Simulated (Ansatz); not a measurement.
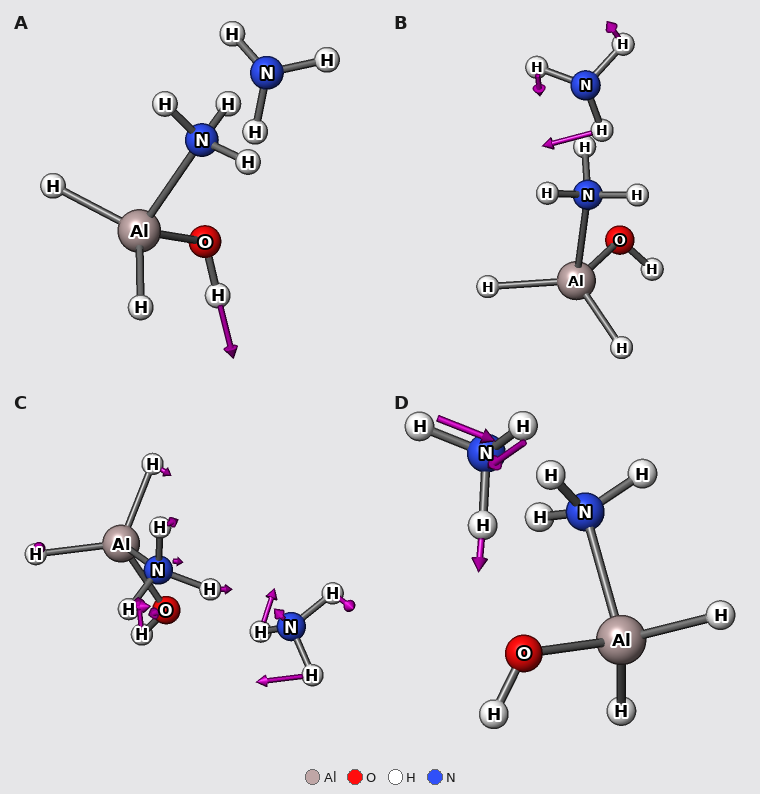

4 normal modes of one molecule or complex, as arrows. Harmonic vibrations computed with RKS PBE0-D4/def2-TZVP (Ansatz 0.2.0) at a stationary point of the same level.

**Match the panels to the wavenumbers 212 cm⁻¹, 1692 cm⁻¹, 3573 cm⁻¹, 3964 cm⁻¹.**

A: 3964 cm⁻¹, O–H stretching
B: 1692 cm⁻¹, H–N–H bending
C: 212 cm⁻¹
D: 3573 cm⁻¹, out-of-phase stretching of 3 N–H bonds
